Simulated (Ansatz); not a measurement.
Input

```
crystal:
  periodic: [false, false, false]
  atoms:
    - {symbol: C, position_ang: [-0.192891, 1.241694, -1.488838]}
    - {symbol: C, position_ang: [0.316854, 0.916980, -0.338968]}
    - {symbol: Ge, position_ang: [0.316531, -0.934397, 0.274166]}
    - {symbol: O, position_ang: [-0.628772, -1.053944, 1.782841]}
    - {symbol: H, position_ang: [-0.357768, 2.113314, -2.107659]}
    - {symbol: H, position_ang: [0.753264, 1.669993, 0.326408]}
    - {symbol: H, position_ang: [1.718527, -1.391286, 0.697174]}
    - {symbol: H, position_ang: [-0.295204, -1.823772, -0.822282]}
    - {symbol: H, position_ang: [-1.541842, -0.784881, 1.660161]}
basis:
  gaussian: {orbitals: def2-TZVPP}
magnetization: {spin_polarized: true, initial_magnetization: 1}
hamiltonian: {xc: pbe0, dispersion: d4}
output: {orbitals: {seedname: orbitals}}
```

Run with:

```sh
ansatz run in.yaml --threads 4 --pin off --events-out ev --progress --plain --max-ram 10444MiB
```

Geometry: PBE0-D4/def2-TZVP.

Level of theory: UKS PBE0-D4/def2-TZVPP in Ansatz.

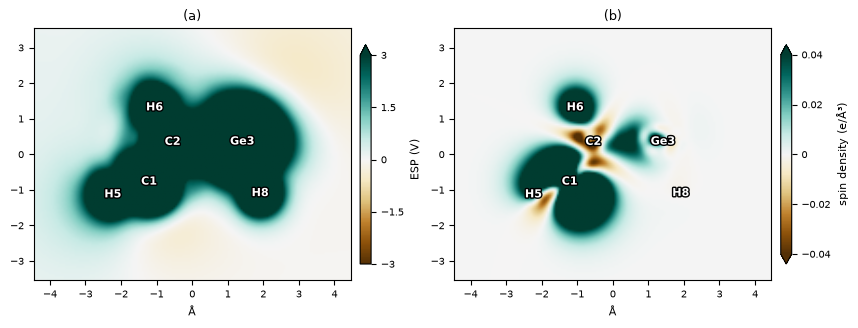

C2H5GeO (SMILES [CH]=[CH][GeH2][OH]) (doublet). (a) electrostatic potential; (b) spin density (α minus β) on the plane of atoms C2, C1 and H5.

What do the fields say about this system?

Answer. The plane passes through C, Ge and H nuclei. The unpaired spin (1 electron) lies mostly on C1 (about 0.8) and H5 (about 0.1), in electrons by Hirshfeld's partition. Outside the dense part of the molecule the potential is most negative (−0.5 V) near H7, which lies off the plane.
